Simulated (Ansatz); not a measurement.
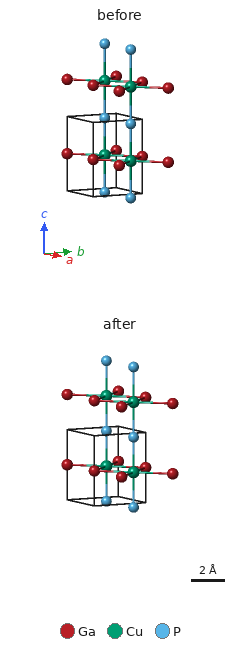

The structure of crystalline GaCuP (a generated structure, set up in P4/mmm) (coarse preliminary run) before (top) and after (bottom) a relaxation, at one scale.

A ball-and-stick model of the cell of the calculation, repeated 2 × 1 × 2 with one cell outlined, seen from a free direction.

Theory: DFT PBE, scalar-relativistic, plane waves, PAW (Ansatz). Set-up: plane-wave cutoff 420 eV; k-point mesh 6 × 6 × 4; occupations gaussian; smearing width 0.1 eV; no spin polarisation; cell and atoms relaxed; force threshold 0.04 eV/Å; at most 70 steps.

Question: Summarise the run.

Answer: No atom moves by more than 0.005 Å relative to the cell. Cell: a = b 3.435 → 3.587 Å (+4.4 %), c 4.628 → 4.376 Å (−5.4 %). Volume +3.1 %. Among the contacts that change: Cu–P 2.314 → 2.188 Å, Cu–Ga 2.429 → 2.537 Å. The space group stays P4/mmm (No. 123). After 4 accepted moves (5 points after the start) the energy has fallen by 48.1 meV per atom. All forces vanish by symmetry, so only the cell relaxes. Pressure: −0.03 GPa at the start and 0.04 GPa at the end. At 1 point the geometry stayed and the basis and grid were re-selected for the new cell (energy shift of 0.2 meV per atom at most each time). Cost: 17 s on 1 thread of Intel(R) Xeon(R) Platinum 8259CL CPU @ 2.50GHz (Skylake/Cascade Lake) (shared host), peak memory 0.43 GiB.
